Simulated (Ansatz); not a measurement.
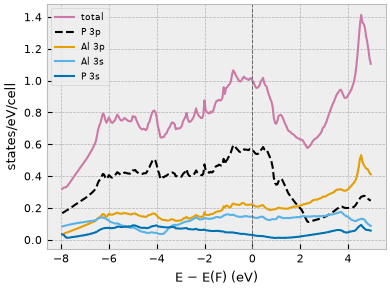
Figure. Total and projected density of states of AlP (CsCl type, Pm-3m), DFT-PBE in the program Ansatz with PAW potentials

Which orbitals carry the states next to the Fermi level?

Within 0.5 eV of the Fermi level: P 3p 56 %, Al 3p 22 %, Al 3s 14 %. Projections are on Löwdin-orthogonalised atomic valence shells; empty p or d shells of many metals are not among them.

Where is the tallest occupied peak in this window, and what makes it?

Near -0.8 eV, about 1.1 states/eV per cell; the largest projected share is P 3p.

The start of the workflow was typed in or built on a structure type; neither database checked (COD, Materials Project) lists it. It is not the phase usual at ambient conditions (space group No. 216). The cell was relaxed with PBE under the symmetry of its start; whether a distortion lowers the energy is not shown. The volume moved by 20 % from the start of the relaxation.

Potentials: the later of the program's two PAW sets.
